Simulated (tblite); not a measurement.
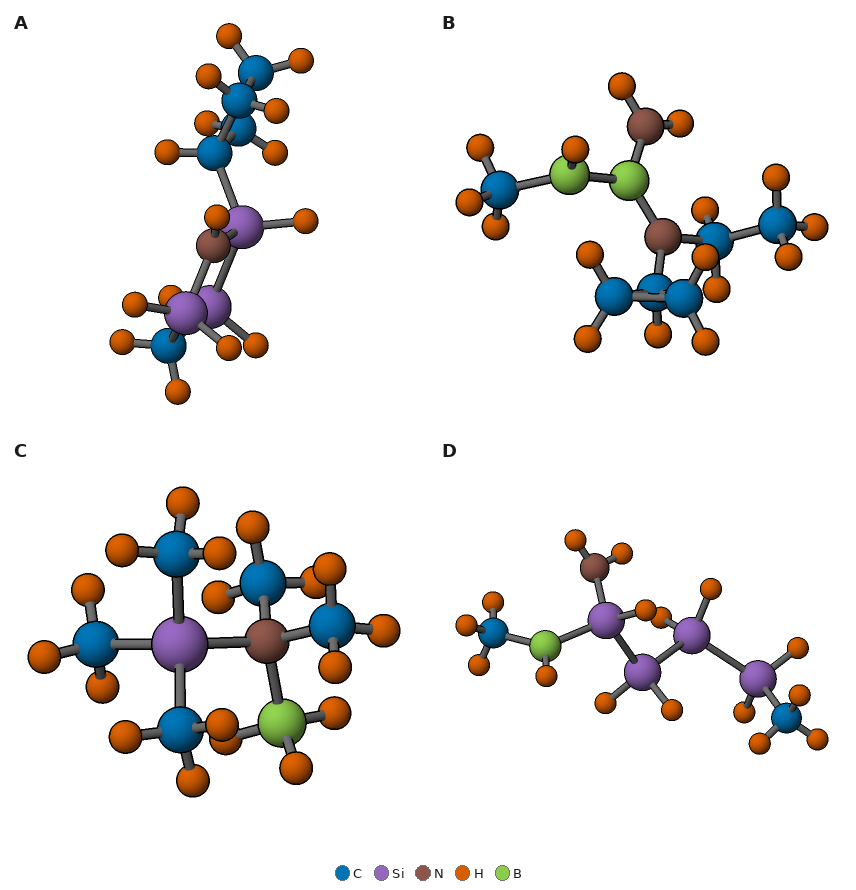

Source: calculation with tblite.

Match each picture to its SMILES.
(1) [BH3-][N+](C)(C)[Si](C)(C)C
(2) C1CC([Si@H]2N[SiH2]C[SiH2]2)C1
(3) CB[Si@H](N)[SiH2][SiH2][SiH2]C
(4) CBB(N)N(CC)C1CC1

Answer. A is (2), B is (4), C is (1), D is (3).
